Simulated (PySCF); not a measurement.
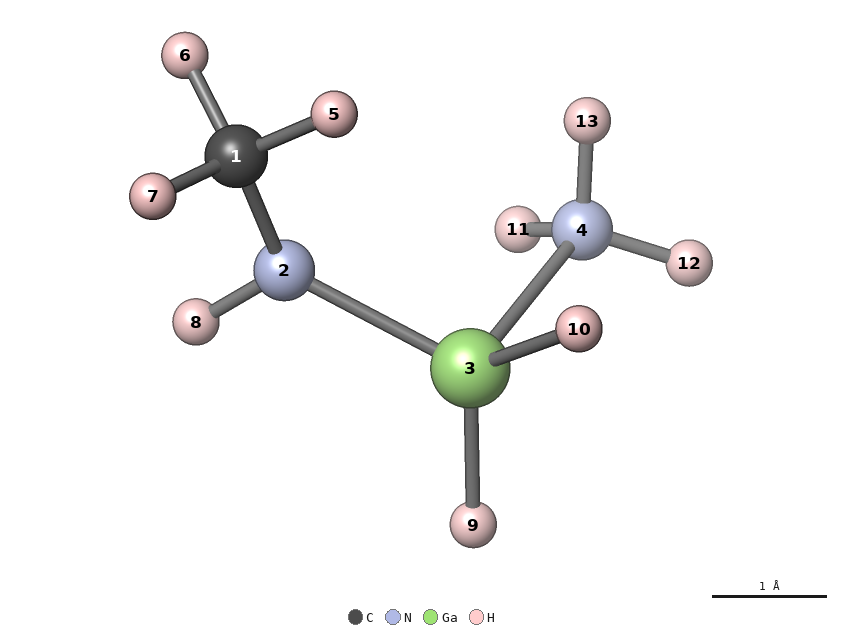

Orthographic view. Depth is shown by fading: the farther an atom, the more it takes the colour of the background. Computed geometry: PBE0-D3(BJ)/def2-SVP optimisation. No frequency run is at hand to confirm it as a minimum.

Write the connection table.

C1: N2, H5, H6, H7
N2: C1, Ga3, H8
Ga3: N2, N4, H9, H10
N4: Ga3, H11, H12, H13
(terminal hydrogens appear only as neighbours)
